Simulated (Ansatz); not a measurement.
CH3NO2Si

The calculation's input:

```
crystal:
  periodic: [false, false, false]
  atoms:
    - { symbol: "N", position_ang: [2.7757, 0.4014, -0.4842] }
    - { symbol: C, position_ang: [1.6773, 0.1974, -0.1632] }
    - { symbol: Si, position_ang: [-0.1241, -0.0886, 0.3381] }
    - { symbol: O, position_ang: [-0.6486, -1.6513, 0.1393] }
    - { symbol: O, position_ang: [-1.195, 0.8662, -0.504] }
    - { symbol: H, position_ang: [-0.2999, 0.2609, 1.7652] }
    - { symbol: H, position_ang: [-1.1183, -1.8081, -0.6943] }
    - { symbol: H, position_ang: [-1.0672, 1.8221, -0.3969] }
basis:
  gaussian:
    orbitals: cc-pVDZ
hamiltonian:
  xc: r2scan
output:
  orbitals: {}
  forces: true
```

Run with:

```sh
python run_methods.py
```

Not at a stationary point (largest force 1.2 eV/Å).

Theory: SCF r2SCAN, Gaussian basis (Ansatz 0.2.0).

What will maps of the electron density and electron localisation function show?

Si–O (1.66 Å): ρ is about 1 e/Å³ halfway; the ELF peaks at about 0.85 between the atoms (a polar covalent bond).
O–H (0.97 Å): the density is about 3.6 e/Å³ at the midpoint; the ELF climbs to about 1 towards the hydrogen, as it does in any bond to H: an ordinary covalent bond to hydrogen.

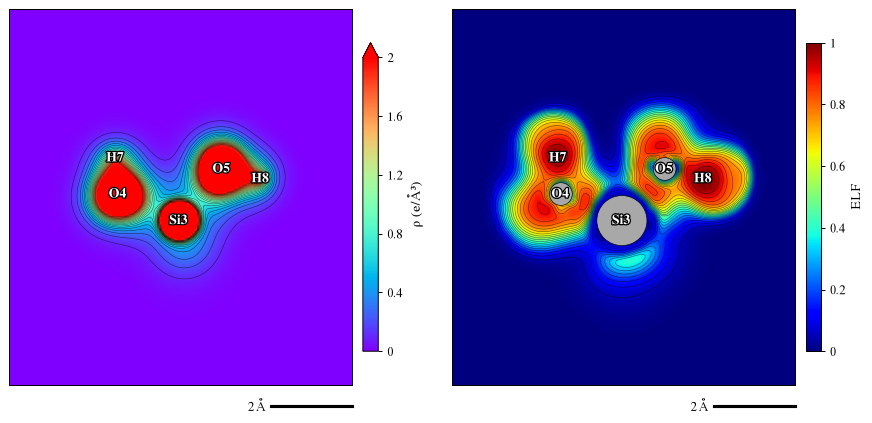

Computed electron density and electron localisation function on the plane of atoms Si3, O5 and H8, in this order. Grey discs cover the atomic cores in the ELF map. 
